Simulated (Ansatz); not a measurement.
**SiO2 (SMILES O=[Si]=O) at CAM-B3LYP/cc-pVTZ**

Aim: the energy change on altering one bond length of SiO2 at CAM-B3LYP/cc-pVTZ, from 2 runs. 

The calculation is run with Ansatz 0.2.0.

49 further runs of the same task are left out: 10 that didn't finish, 39 set aside as unsound or not needed.

### Step 1. Starting point

The species is SiO2 (3 atoms), meant as a singlet with charge 0. As SMILES, `O=[Si]=O`. Geometry: relaxed at PBE0-D4/def2-TZVP.

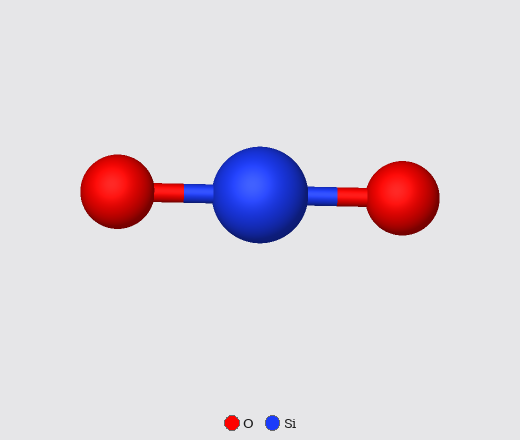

The structure, seen from a chosen angle (oxygen red, silicon blue).

### Step 2. A single-point energy at CAM-B3LYP/cc-pVTZ

The input, molecule.yaml:

```yaml
crystal:
  periodic: [false, false, false]
  atoms:
    - {symbol: O, position_ang: [0.697730, 1.229600, 0.518760]}
    - {symbol: Si, position_ang: [-0.000010, 0.000000, -0.000000]}
    - {symbol: O, position_ang: [-0.697730, -1.229610, -0.518760]}
basis:
  gaussian:
    orbitals: cc-pVTZ
hamiltonian:
  xc: {name: CAM-B3LYP}
accuracy: high
output: {orbitals: {seedname: orbitals}}
```

Started as:

```
ansatz run molecule.yaml --threads 1 --pin off --max-ram 3480MiB --events-out events.jsonl --progress --plain --runs-dir runs
```

What it wrote:

```text
Warning: RAYON_NUM_THREADS=1 ignored (pool sized by the plan → 1); use --threads N
Functional definition: CAM-B3LYP
  name "CAM-B3LYP"
  parameter alpha = 0.19
  parameter beta = 0.46
  parameter omega = 0.33/bohr
  parameter ac = 0.81
  exchange = (1 - alpha - beta)*b88_x + beta*b88_x_sr(omega) + alpha*exact_x + beta*exact_x_lr(omega)
  correlation = (1 - ac)*vwn5_c + ac*lyp_c
1409 factors; integrals over basis functions are off by at most 3.2e-9 eV
273 factors; integrals over basis functions are off by at most 1.4e-9 eV
mean field evaluation 1: about -11961.4760 eV, gradient 8.0e1 eV
mean field evaluation 2: about -11936.8428 eV, gradient 1.4e2 eV
mean field evaluation 4: about -11972.2949 eV, gradient 1.2e0 eV
mean field evaluation 8: about -11972.2980 eV, gradient 7.5e-3 eV
mean field evaluation 16: about -11972.2980 eV, gradient 1.2e-6 eV
mean field -11972.29798975 eV, -439.9738360081 hartree, gradient 2.7e-8 eV, S^2 0.000000; 0 other end points of the search recorded, 0 dependent functions left out
reference -11972.29800395 eV, -439.9738365300 hartree; 15, 15 occupied and 79, 79 virtual orbitals, 1409 factors
Total energy: -11972.29800395 eV, -439.9738365300 hartree
```

Wall time 3.9 s (1 thread of Arm Neoverse V1, shared host); peak memory 0.22 GiB.

### Step 3. The distorted shape, same level

Changes to molecule.yaml since step 2:

```diff
@@ -3,3 +3,3 @@
   atoms:
-    - {symbol: O, position_ang: [0.697730, 1.229600, 0.518760]}
+    - {symbol: O, position_ang: [0.907039, 1.598457, 0.674378]}
     - {symbol: Si, position_ang: [-0.000010, 0.000000, -0.000000]}
@@ -9,2 +9,3 @@
     orbitals: cc-pVTZ
+total_charge: 0
 hamiltonian:
```

Started as:

```
ansatz run molecule.yaml --threads 1 --pin off --max-ram 3480MiB --events-out events.jsonl --progress --plain --runs-dir runs
```

What it wrote:

```text
Warning: RAYON_NUM_THREADS=1 ignored (pool sized by the plan → 1); use --threads N
Functional definition: CAM-B3LYP
  name "CAM-B3LYP"
  parameter alpha = 0.19
  parameter beta = 0.46
  parameter omega = 0.33/bohr
  parameter ac = 0.81
  exchange = (1 - alpha - beta)*b88_x + beta*b88_x_sr(omega) + alpha*exact_x + beta*exact_x_lr(omega)
  correlation = (1 - ac)*vwn5_c + ac*lyp_c
1391 factors; integrals over basis functions are off by at most 3.5e-9 eV
285 factors; integrals over basis functions are off by at most 1.3e-9 eV
mean field evaluation 1: about -11957.2459 eV, gradient 8.1e1 eV
mean field evaluation 2: about -11893.9026 eV, gradient 1.8e2 eV
mean field evaluation 4: about -11969.2013 eV, gradient 1.5e1 eV
mean field evaluation 8: about -11969.5700 eV, gradient 9.3e-1 eV
mean field evaluation 16: about -11969.5742 eV, gradient 1.1e-4 eV
mean field -11969.57416855 eV, -439.8737374255 hartree, gradient 1.2e-8 eV, S^2 0.000000; 0 other end points of the search recorded, 0 dependent functions left out
reference -11969.57418267 eV, -439.8737379444 hartree; 15, 15 occupied and 79, 79 virtual orbitals, 1391 factors
Total energy: -11969.57418267 eV, -439.8737379444 hartree
```

Run time: 4.5 s. Hardware: 1 thread of Arm Neoverse V1, shared host; peak memory 0.21 GiB.

### Step 4. What came out

At CAM-B3LYP/cc-pVTZ:

```
                                                          quantity          value
                                         first shape: total energy  -439.97384 Eh
                                          first shape: HOMO energy      -11.28 eV
                                          first shape: LUMO energy       -2.25 eV
                                        first shape: HOMO–LUMO gap        9.04 eV
                                     distorted shape: total energy  -439.87374 Eh
                                      distorted shape: HOMO energy      -10.27 eV
                                      distorted shape: LUMO energy       -3.35 eV
                                    distorted shape: HOMO–LUMO gap        6.92 eV
energy change with the O1–Si2 bond stretched from 1.506 to 1.958 Å       2.724 eV
```

In words: With the O1–Si2 bond stretched from 1.506 to 1.958 Å the energy rises by 2.72 eV (63 kcal/mol). The first shape isn't relaxed at this level, so the change isn't measured from a minimum.
